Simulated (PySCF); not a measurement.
# KO$_{4}$Ru, charge +1, SMILES `[K+].O=[Ru](=O)(=O)=O`: electronic structure

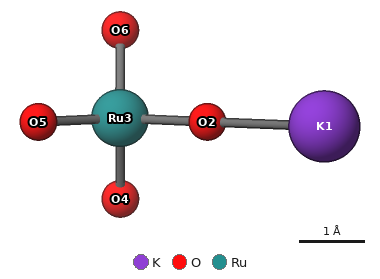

The molecule, with its atoms numbered as below. The pair's geometry is semi-empirical, so its contact may be too short or too long.

Coordinates in Å:

```
K1       3.0419    0.0005   -0.0003
O2       0.8635   -0.0025    0.0079
Ru3     -0.7735    0.0001    0.0001
O4      -1.2746   -1.3098   -0.7556
O5      -1.2843    0.0007    1.5043
O6      -1.2749    1.3096   -0.7565
```

Part 1: Bonding charge

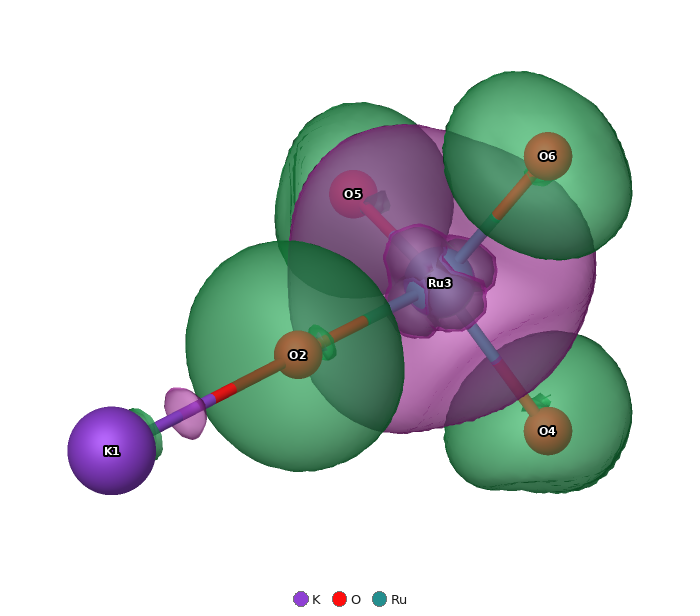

Deformation density (molecule less spherical, spin-averaged free atoms at the same positions), surfaces at ±0.04 e/Å³; green: gain, purple: loss.

Level of theory: CAM-B3LYP/def2-SVP (PySCF), at a geometry from GFN2-xTB. Core potentials replace the inner electrons of Ru; spin–orbit coupling isn't included. This is a single-reference result, which may miss multireference character in this system.

Q: How much density has each bond gained at its critical point, relative to the free atoms?

A: Ru3–O5, Ru3–O4 and Ru3–O6: +0.11 e/Å³ at the bond critical point (bond length 1.59 Å, Mayer order 1.8); up to 0.6 Å beside the axis the gain reaches +0.30 e/Å³. O2–Ru3: +0.07 e/Å³ at the bond critical point (bond length 1.64 Å, Mayer order 1.4); up to 0.6 Å beside the axis the gain reaches +0.25 e/Å³. K1–O2: −0.02 e/Å³ at the bond critical point (bond length 2.18 Å, Mayer order 0.2). In all, 1.3 electrons gather in the regions of gain relative to the promolecule of neutral atoms (the regions of loss give up this much and the cation's charge besides). A small or negative value marks a very polar bond, one between electron-rich atoms, whose free-atom densities already overlap strongly, a long bond to a heavier atom, or a closed-shell contact such as a hydrogen bond.

Q: Where do the Hirshfeld charges lie?

A: The highest Hirshfeld charge is on Ru3 (+1.16 e), the lowest on O2 (−0.35 e).

```tsv
atom	charge (e)
K1	+0.80
O2	−0.35
Ru3	+1.16
O4	−0.20
O5	−0.20
O6	−0.20
```

Part 2: Bond critical points

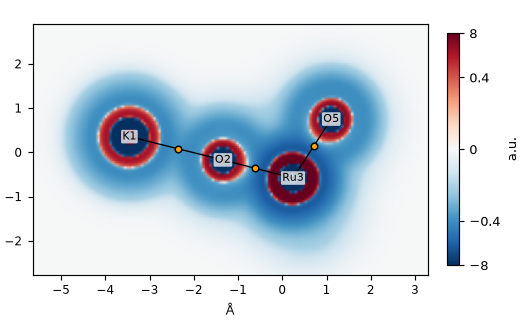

Negative Laplacian of the density (−∇²ρ) in the plane of K1, O2, Ru3 and O5 (red positive, blue negative, colour scale in a.u., logarithmic beyond ±0.04), with bond paths and bond critical points (dots).

Q: Sort the bonds in the plane by the sign of ∇²ρ at their critical points.

A: At none is it concentrated. Depleted (∇²ρ > 0): Ru3–O5 (+0.82 a.u., H = −0.346); O2–Ru3 (+0.81 a.u., H = −0.262); K1–O2 (+0.33 a.u., H = +0.007). A positive Laplacian with negative H is typical of metal–ligand bonds.

Part 3: Local ionisation energy

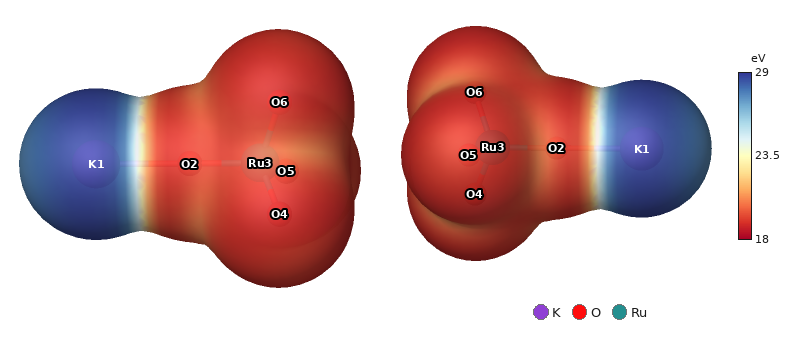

Average local ionisation energy on the surface of electron density 0.001 a.u. (back view left, front view right).

Q: Where are the most loosely bound electrons on this surface?

A: The lowest value is 18.9 eV, 1.7 Å from O6. For comparison, the highest occupied orbital lies at −16.0 eV.

Part 4: Binding density

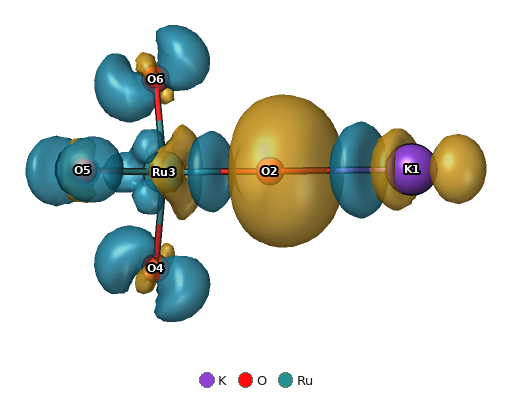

Density of the complex less the densities of the two fragments at the same geometry, ±0.015 e/Å³ (yellow: gain, teal: loss). Fragment A: K(+1) (atom 1); fragment B: RuO4.

Level of theory: CAM-B3LYP/def2-SVP (PySCF), at a geometry from GFN2-xTB. Core potentials replace the inner electrons of Ru; spin–orbit coupling isn't included.

Q: Which way does charge flow?

A: Hirshfeld charges show 0.036 e passing from B to A. By Hirshfeld charges, electrons gather most on O2 (−0.156 e) and leave O4, O5 and O6 alike most (+0.056 e); 0.26 e is displaced in all.

Q: What is the interaction energy, and which contacts carry it?

A: The counterpoise-corrected interaction energy of the frozen fragments is −1.9 kcal/mol without dispersion correction and −3.3 kcal/mol with D3(BJ). D3 uses neutral-atom coefficients and tends to overbind metal cations. The pair geometry is semi-empirical, not a minimum at this level. Contacts: K1···O2, 2.18 Å, ρ = 0.053 a.u. The pose is a local one from a semi-empirical search, not shown to be the most stable.

The PySCF runs shown took 16 s and 34 s on 1 thread of Arm Neoverse V2, with other jobs on the host.
